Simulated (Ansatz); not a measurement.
**F3HOSW: density, localisation and related maps**

```xyz
7

F     1.8381    0.2913   -0.2403
F    -1.6910   -0.1014   -0.7759
F     0.0773    1.4670   -1.5398
O     0.0585   -1.3729    0.6655
S    -0.4087    1.5774    1.5836
W    -0.0199    0.3334   -0.0668
H     0.2068   -2.2629    0.3279
```

Geometry: PBE0-D4/def2-SVP; core potentials replace the inner electrons of W.

Level of theory: isolated molecule in a Gaussian basis; Kohn-Sham density functional theory, functional PBE0 (Ansatz).

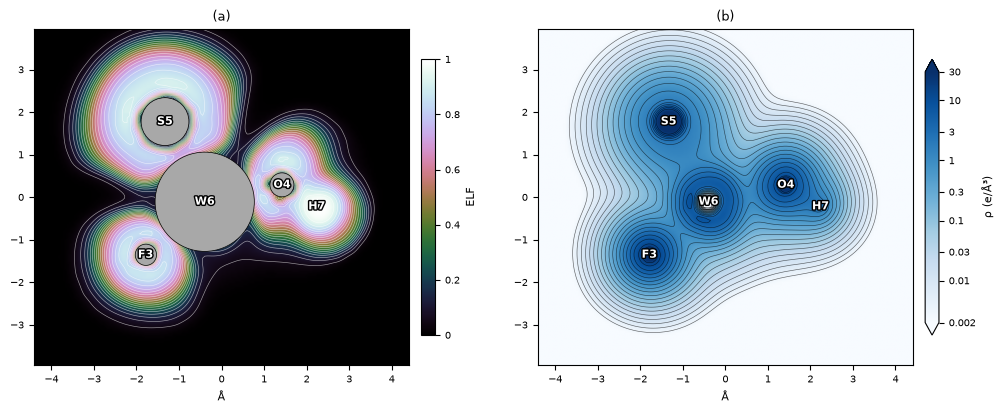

Figure 1. (a) electron localisation function; (b) electron density on the plane of atoms W6, O4 and H7. Grey discs cover the atomic cores in the ELF map.

Q: Describe what can be read from this map.

A: The plane passes through F, O, S, W and H nuclei. W–O (1.86 Å): ρ is about 1.2 e/Å³ halfway; the ELF peaks at about 0.80 in the valence shell of O, 0.6 Å from its nucleus, and drops to about 0.30 between the two atoms. W–F (1.86 Å): ρ at the midpoint is about 1.1 e/Å³; the ELF peaks at about 0.80 in the valence shell of F, 0.5 Å from its nucleus, and drops to about 0.25 between the two atoms. W–S (2.10 Å): ρ at the midpoint is about 1.1 e/Å³; the ELF peaks at about 0.75 in the valence shell of S, 0.8 Å from its nucleus, and is about 0.50 at the midpoint. O–H (0.96 Å): the density is about 3.8 e/Å³ at the midpoint; the ELF climbs to about 1 towards the hydrogen, as it does in any bond to H (an ordinary covalent bond to hydrogen).

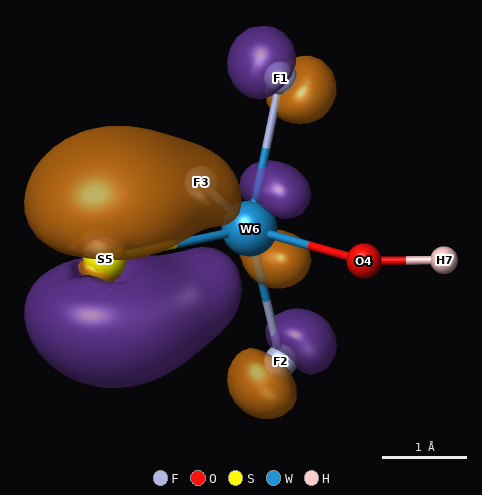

Figure 2. The HOMO−1 at ±0.15 Å⁻³ᐟ² (orange and purple are the two phases), seen at an oblique angle.

Q: What is the character of this orbital?

A: Its weight (Hirshfeld) is mainly on S5 (about 70 %), W6 (about 20 %), F1 (about 5 %) and F2 (about 5 %). Its energy is −8.98 eV.
